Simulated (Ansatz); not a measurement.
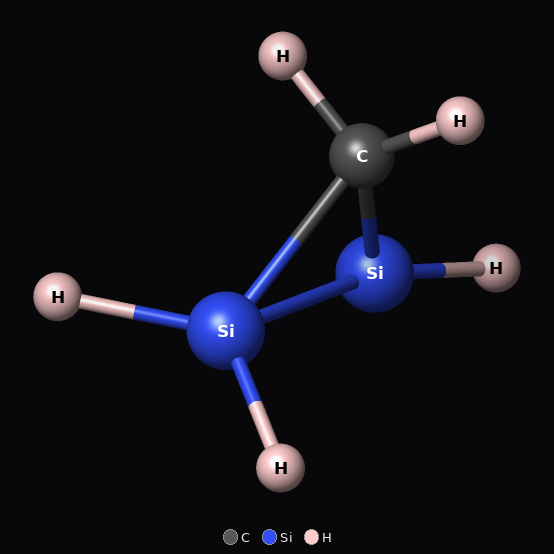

Rendered structure (ball-and-stick style).

Charge +1, singlet. The computed structure is the end point of a PBE0-D4/def2-TZVP optimisation. No frequency run is at hand to confirm it as a minimum.

What does the picture show?

It has 8 atoms: 1 carbon, 5 hydrogen and 2 silicon (CH5Si2(+)). The point group is C1. Coordination, clear cases only: 1 Si T-shaped.
